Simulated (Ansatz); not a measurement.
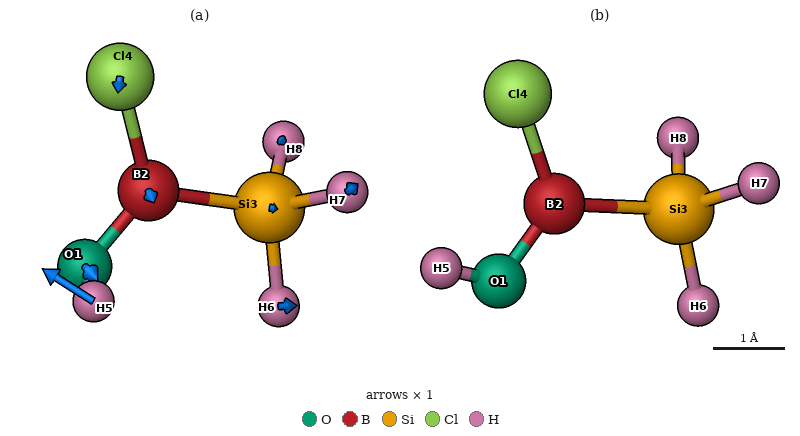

The structure of BSiH₄OCl (coarse preliminary run) before (left) and after (right) a relaxation, at one scale. The blue arrows give the displacements, at their true length.

Style: ball-and-stick. Shown at a tilt.

The start comes from a force field.

Computed with Ansatz, RKS PBE-D4/def2-SVP.

Input
```yaml
crystal:
  periodic: [false, false, false]
  atoms:
    - {symbol: O, position_ang: [-0.785200, 1.407500, -0.954100]}
    - {symbol: B, position_ang: [-0.333400, 0.090300, -0.794600]}
    - {symbol: Si, position_ang: [0.204900, -0.516700, 0.943900]}
    - {symbol: Cl, position_ang: [-0.172700, -1.039000, -2.240700]}
    - {symbol: H, position_ang: [-0.029300, 1.983800, -1.200900]}
    - {symbol: H, position_ang: [0.069700, 0.584400, 1.932500]}
    - {symbol: H, position_ang: [1.679300, -0.912200, 0.904800]}
    - {symbol: H, position_ang: [-0.541300, -1.655200, 1.353400]}
basis:
  gaussian: {orbitals: def2-SVP}
hamiltonian: {xc: pbe, dispersion: d4}
relax: {f_tol: 0.03, max_steps: 200}
```

Describe what moved and what it gained.

The energy falls by 0.852 eV in 11 geometry steps. Largest force component: 2.1 eV/Å at the start, 0.03 eV/Å at the end. The largest move after the best rigid fit is that of H5, 0.88 Å. By element the largest moves are H 0.88 Å, O 0.37 Å, Cl 0.26 Å, B 0.25 Å, Si 0.14 Å. Some distances before and after: B2–Si3 1.918 → 2.030 Å, Si3–H8 1.422 → 1.507 Å, B2–Cl4 1.842 → 1.792 Å, O1–B2 1.402 → 1.353 Å. Among the angles between lasting bonds that change: B2–O1–H5 109.4° → 112.6°, B2–Si3–H6 110.1° → 112.6°, O1–B2–Si3 119.4° → 121.5°. Groups turn about O1–B2 by about 85°.
